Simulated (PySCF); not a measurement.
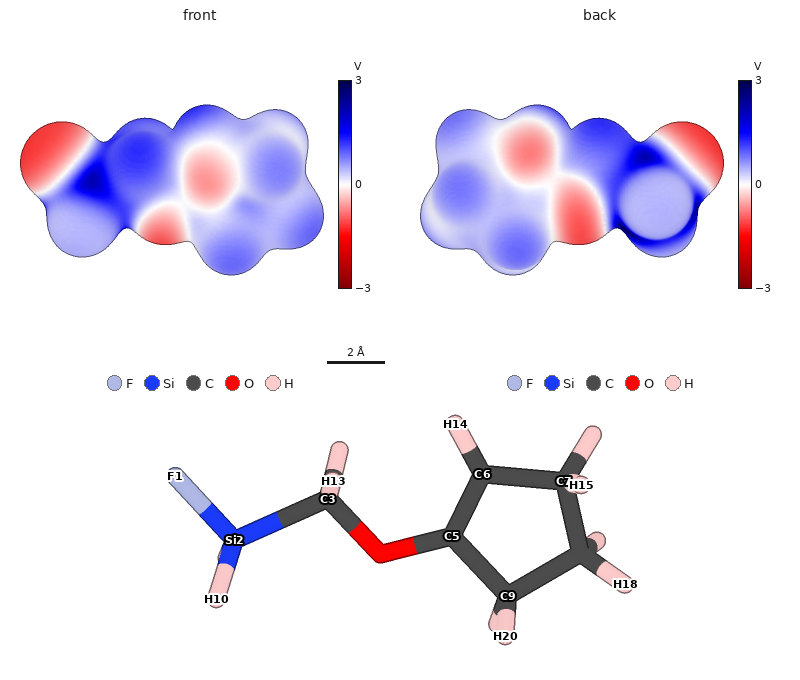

Figure. C₆H₁₁FOSi (SMILES F[SiH2]COC1=CCCC1). The molecular electrostatic potential painted on the density surface at 0.004 e/bohr³, seen from the front and from behind; the colour scale runs from red (negative) to blue (positive). The bare structure is drawn below in the same view.

Geometry: GFN2-xTB.

Method: PBE0/pcSseg-1, SCF density, gas phase, non-relativistic in PySCF.

Input

```
{"job": {"kind": "nmr", "xc": "PBE0", "basis": "pcSseg-1"}, "charge": 0, "multiplicity": 1}
F      4.741592    -0.116414     0.718898
Si     3.605764     0.529229    -0.230306
C      1.942802    -0.110756     0.434715
O      0.939901     0.435945    -0.410003
C     -0.343907     0.102644    -0.118843
C     -0.845453    -0.669468     0.838237
C     -2.344912    -0.712336     0.769242
C     -2.662902    -0.104067    -0.607594
C     -1.415974     0.704825    -0.988827
H      3.736135     1.968247    -0.068998
H      3.883026     0.026846    -1.565988
H      1.883264    -1.206848     0.416754
H      1.762765     0.199600     1.472378
H     -0.307539    -1.194009     1.606682
H     -2.778460    -0.114514     1.577196
H     -2.731519    -1.727799     0.868819
H     -2.815498    -0.904536    -1.332218
H     -3.561621     0.509695    -0.589111
H     -1.164238     0.629413    -2.046372
H     -1.528373     1.764982    -0.747696
```

Command:

```sh
OMP_NUM_THREADS=1 python probes_run.py task.json out
```

Where is the surface potential most negative and most positive?

Answer. The most negative region (about −1.2 V) lies over F1, the most positive (about +2.3 V) over Si2.

What dipole moment does the calculation give?

Answer. Its dipole moment is 1.35 D.
